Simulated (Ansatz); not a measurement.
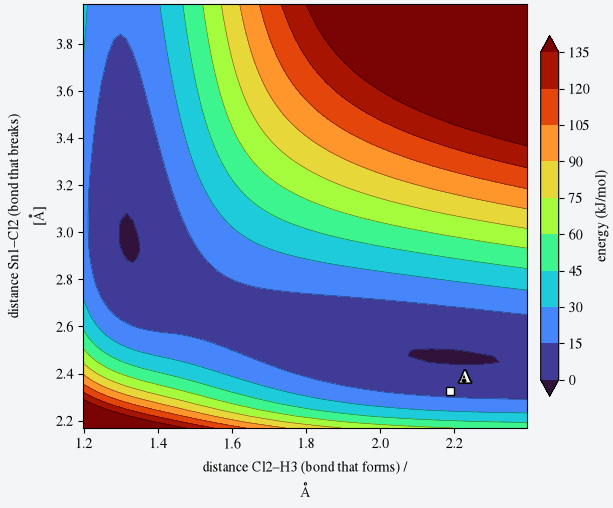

The reacting system Cl₃HSn. 
- First axis: distance Cl2–H3 (bond that forms). Second axis: distance Sn1–Cl2 (bond that breaks).
- Relaxed at each point: all other coordinates.
- Grid: 8 × 8 points.
- Points are written as (first, second).
- Energies are in kJ/mol, from the lowest grid point.
- The reference is spin-restricted, so regions where a bond is pulled apart into radicals lie too high.
- All numbers below come from RKS PBE0-D4/def2-SVP in Ansatz.

The picture shows filled contours, one colour for all values above the top of the scale, the point A. Between grid points the surface is interpolated.

Is A at rest? If not, where is it pushed?

A, at (2.187 Å, 2.327 Å), is not a stationary point. The computed force is 13 kJ/mol for each Å towards larger values of the first coordinate and 168 kJ/mol for each Å towards larger values of the second coordinate.
